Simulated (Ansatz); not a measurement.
# C2H3FO (acetyl fluoride) at CAM-B3LYP/aug-cc-pVDZ

What is the electronic atomisation energy of C2H3FO (acetyl fluoride) at CAM-B3LYP/aug-cc-pVDZ? 

Program for the calculation: Ansatz 0.2.0.

50 further runs of the same task are left out: 50 set aside as unsound or not needed.

### 1 Starting point

C2H3FO has 7 atoms, charge 0, and is taken as a singlet. SMILES: `CC(=O)F`. Geometry: relaxed at PBE0-D4/def2-TZVP.

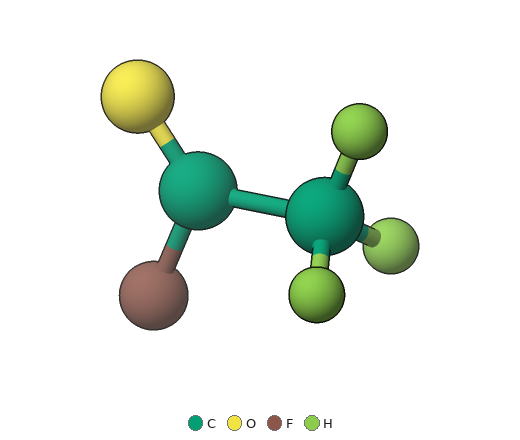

The structure, seen from a chosen angle (carbon teal, oxygen yellow, fluorine brown, hydrogen green).

### 2 A single-point energy at CAM-B3LYP/aug-cc-pVDZ

job.yaml reads:

```yaml
crystal:
  periodic: [false, false, false]
  atoms:
    - {symbol: C, position_ang: [0.485310, 0.015050, 0.443640]}
    - {symbol: C, position_ang: [-0.694890, -0.034350, -0.460580]}
    - {symbol: O, position_ang: [-1.835410, -0.165690, -0.191770]}
    - {symbol: F, position_ang: [-0.310690, 0.097630, -1.749400]}
    - {symbol: H, position_ang: [0.165320, -0.091900, 1.476660]}
    - {symbol: H, position_ang: [1.180650, -0.783140, 0.176830]}
    - {symbol: H, position_ang: [1.009710, 0.962410, 0.304610]}
basis:
  gaussian: {orbitals: aug-cc-pVDZ}
hamiltonian: {xc: {name: CAM-B3LYP}}
accuracy: high
output: {orbitals: {seedname: orbitals}}
```

Run with:

```console
$ ansatz run job.yaml --threads 1 --pin off --max-ram 3480MiB --events-out events.jsonl --progress --plain --runs-dir runs
```

The program printed:

```text
Warning: RAYON_NUM_THREADS=1 ignored (pool sized by the plan → 1); use --threads N
Functional definition: CAM-B3LYP
  name "CAM-B3LYP"
  parameter alpha = 0.19
  parameter beta = 0.46
  parameter omega = 0.33/bohr
  parameter ac = 0.81
  exchange = (1 - alpha - beta)*b88_x + beta*b88_x_sr(omega) + alpha*exact_x + beta*exact_x_lr(omega)
  correlation = (1 - ac)*vwn5_c + ac*lyp_c
2380 factors; integrals over basis functions are off by at most 3.1e-9 eV
515 factors; integrals over basis functions are off by at most 2.4e-9 eV
mean field evaluation 1: about -6880.1290 eV, gradient 5.4e1 eV
mean field evaluation 2: about -6877.8752 eV, gradient 6.7e1 eV
mean field evaluation 4: about -6885.5619 eV, gradient 2.1e0 eV
mean field evaluation 8: about -6885.5691 eV, gradient 5.9e-2 eV
mean field evaluation 16: about -6885.5691 eV, gradient 2.3e-6 eV
mean field -6885.56907183 eV, -253.0399961835 hartree, gradient 1.5e-8 eV, S^2 0.000000; 0 other end points of the search recorded, 0 dependent functions left out
reference -6885.56909446 eV, -253.0399970150 hartree; 16, 16 occupied and 103, 103 virtual orbitals, 2380 factors
Total energy: -6885.56909446 eV, -253.0399970150 hartree
```

Wall time 11 s (1 thread of Arm Neoverse V1, shared host); peak memory 0.46 GiB.

### 3 The C atom at the same level

job.yaml reads:

```yaml
crystal:
  periodic: [false, false, false]
  atoms:
    - {symbol: C, position_ang: [0.000000, 0.000000, 0.000000]}
basis:
  gaussian:
    orbitals: aug-cc-pVDZ
magnetization:
  spin_polarized: true
  initial_magnetization: 2
hamiltonian:
  xc: {name: CAM-B3LYP}
accuracy: high
```

Run the same way, it converges to -37.83163 Eh (log not shown).

### 4 The F atom at the same level

run.yaml reads:

```yaml
crystal:
  periodic: [false, false, false]
  atoms:
    - {symbol: F, position_ang: [0.000000, 0.000000, 0.000000]}
basis:
  gaussian:
    orbitals: aug-cc-pVDZ
magnetization:
  spin_polarized: true
  initial_magnetization: 1
hamiltonian:
  xc: {name: CAM-B3LYP}
accuracy: high
```

Run with:

```console
$ ansatz run run.yaml --threads 1 --pin off --max-ram 3480MiB --events-out events.jsonl --progress --plain --runs-dir runs
```

The program printed, cut to the lines that bear on the results:

```text
Warning: RAYON_NUM_THREADS=1 ignored (pool sized by the plan → 1); use --threads N
[... 8 set-up lines as earlier in the session ...]
199 factors; integrals over basis functions are off by at most 2.8e-9 eV
80 factors; integrals over basis functions are off by at most 8.2e-10 eV
mean field evaluation 1: about -2713.3544 eV, gradient 4.5e0 eV
mean field evaluation 2: about -2713.4067 eV, gradient 1.4e0 eV
mean field evaluation 4: about -2713.4131 eV, gradient 3.7e-2 eV
mean field evaluation 8: about -2713.4132 eV, gradient 7.6e-4 eV
mean field evaluation 16: about -2713.4132 eV, gradient 2.9e-9 eV
mean field -2713.41321586 eV, -99.7160964655 hartree, gradient 2.9e-9 eV, S^2 0.751521; 0 other end points of the search recorded, 0 dependent functions left out
reference -2713.41322729 eV, -99.7160968852 hartree; 5, 4 occupied and 18, 19 virtual orbitals, 199 factors
Total energy: -2713.41322729 eV, -99.7160968852 hartree
```

Wall time 0.53 s (1 thread of Arm Neoverse V1, shared host).

### 5 The H atom at the same level

in.yaml reads:

```yaml
crystal:
  periodic: [false, false, false]
  atoms:
    - symbol: H
      position_ang: [0.000000, 0.000000, 0.000000]
basis:
  gaussian:
    orbitals: aug-cc-pVDZ
total_charge: 0
accuracy: high
magnetization:
  spin_polarized: true
  initial_magnetization: 1
hamiltonian:
  xc: {name: CAM-B3LYP}
```

Run the same way, it converges to -0.49832 Eh (log not shown).

### 6 The O atom at the same level

molecule.yaml reads:

```yaml
crystal:
  periodic: [false, false, false]
  atoms:
    - {symbol: O, position_ang: [0.000000, 0.000000, 0.000000]}
basis:
  gaussian:
    orbitals: aug-cc-pVDZ
magnetization:
  spin_polarized: true
  initial_magnetization: 2
hamiltonian:
  xc: {name: CAM-B3LYP}
accuracy: high
```

Run the same way, it converges to -75.05402 Eh (log not shown).

### 7 What came out

At CAM-B3LYP/aug-cc-pVDZ:

```
                     quantity          value
       molecule: total energy  -253.04000 Eh
        molecule: HOMO energy      -10.55 eV
        molecule: LUMO energy        0.16 eV
      molecule: HOMO–LUMO gap       10.70 eV
         C atom: total energy   -37.83163 Eh
                 C atom: ⟨S²⟩          2.003
         F atom: total energy   -99.71610 Eh
                 F atom: ⟨S²⟩          0.752
         H atom: total energy    -0.49832 Eh
                 H atom: ⟨S²⟩          0.750
         O atom: total energy   -75.05402 Eh
                 O atom: ⟨S²⟩          2.004
electronic atomisation energy      30.250 eV
```

**Reading.** Taking the molecule apart into free atoms costs 30.25 eV (698 kcal/mol), before zero-point energy and without spin-orbit coupling.
